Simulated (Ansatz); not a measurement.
## Electronic structure of C2H9NOSi in real space

The calculation's input:

```
crystal:
  periodic: [false, false, false]
  atoms:
    - { symbol: C, position_ang: [-1.0502, 1.6205, 0.52] }
    - { symbol: O, position_ang: [-0.134, 1.1225, 1.3926] }
    - { symbol: Si, position_ang: [0.9899, 0.089, 0.7693] }
    - { symbol: C, position_ang: [0.404, -1.3783, -0.1592] }
    - { symbol: "N", position_ang: [-0.3131, -1.0154, -1.439] }
    - { symbol: H, position_ang: [-1.6624, 2.447, 1.0494] }
    - { symbol: H, position_ang: [-0.6075, 2.1474, -0.3572] }
    - { symbol: H, position_ang: [-1.7704, 0.9131, 0.1808] }
    - { symbol: H, position_ang: [1.8549, -0.3858, 1.9553] }
    - { symbol: H, position_ang: [1.9207, 0.8592, -0.0961] }
    - { symbol: H, position_ang: [1.1265, -2.0979, -0.3468] }
    - { symbol: H, position_ang: [-0.3842, -1.893, 0.4925] }
    - { symbol: H, position_ang: [-0.7489, -1.8174, -1.8786] }
    - { symbol: H, position_ang: [0.3617, -0.6401, -2.0541] }
basis:
  gaussian: { orbitals: def2-SVP }
hamiltonian:
  xc: r2scan
  dispersion: d4
relax:
  f_tol: 0.015
  max_steps: 40
output:
  orbitals: {}
```

Launched as:

```sh
ansatz run input.yaml --threads 2 --pin off --max-ram 3072MiB --backend cpu --events-out ev --progress --plain --runs-dir out
```

The fields are those of the relaxed geometry.

The calculation used RKS r2SCAN-D4/def2-SVP in Ansatz 0.2.0.

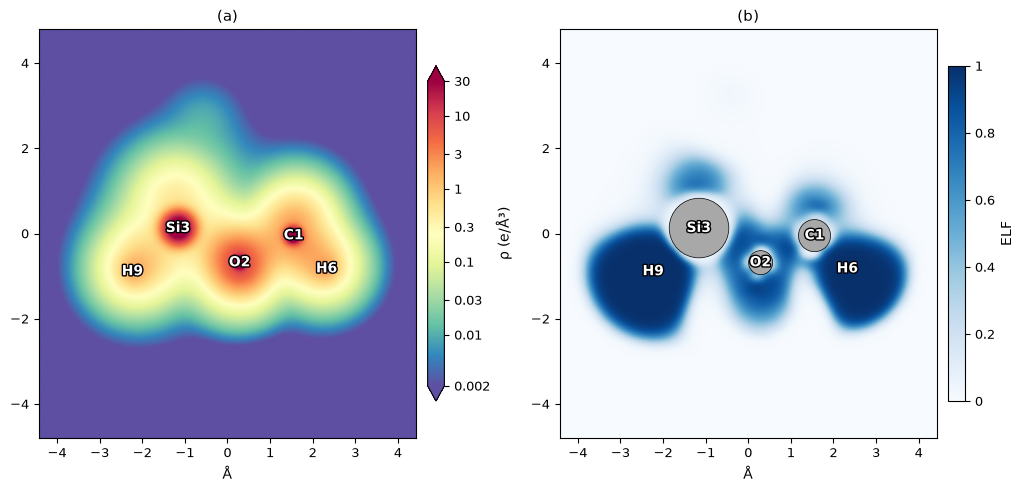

Figure 1. (a) electron density; (b) ELF on the plane of atoms O2, C1 and H6. Grey discs cover the atomic cores in the ELF map.

What does the map show?

The plane passes through C, O, Si and H nuclei. C–O (1.41 Å): the density is about 2 e/Å³ at the midpoint, with its minimum of 1.7 e/Å³ about 0.5 Å from C; the ELF peaks at about 0.90 between the atoms: a shared but strongly polarised pair. Si–O (1.66 Å): ρ is about 1.1 e/Å³ halfway; the ELF peaks at about 0.85 between the atoms, as expected for a shared but strongly polarised pair. C–H (1.10 Å): ρ is about 2 e/Å³ halfway; the ELF climbs to about 1 towards the hydrogen, as it does in any bond to H: a covalent bond by its length. Si–H (1.49 Å): ρ is about 0.77 e/Å³ halfway; the ELF climbs to about 1 towards the hydrogen. The ELF also peaks beside O2, away from the bonds: lone-pair regions.

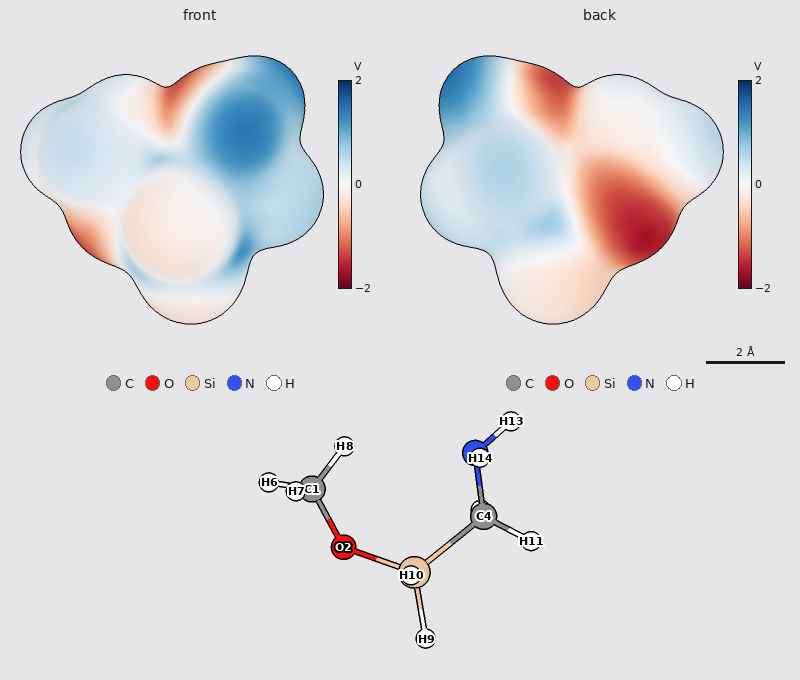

Figure 2. The electrostatic potential painted on the density surface at 0.002 e/bohr³, seen from the front and from behind; red is negative and blue positive. The bare structure is drawn below in the same view.

Where is the surface potential most negative and most positive?

The most negative region (about −1.6 V) lies over O2, the most positive (about +1.4 V) over H13 and H14. O2 is the likeliest acceptor of a hydrogen bond.

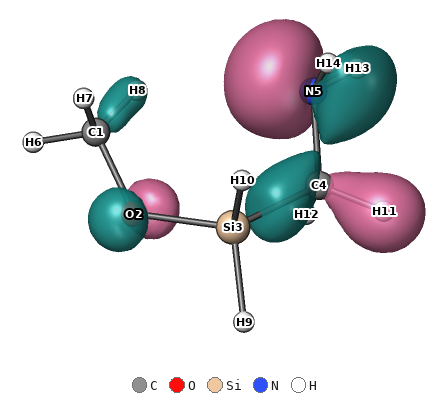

Figure 3. The HOMO at ±0.15 Å⁻³ᐟ² (teal and pink are the two phases), seen at a tilt.

Where does this orbital lie, and at what energy?

Its weight (Hirshfeld) is mainly on N5 (about 55 %), C4 (about 10 %), H11 (about 5 %) and O2 (about 5 %). Its energy is −5.53 eV.
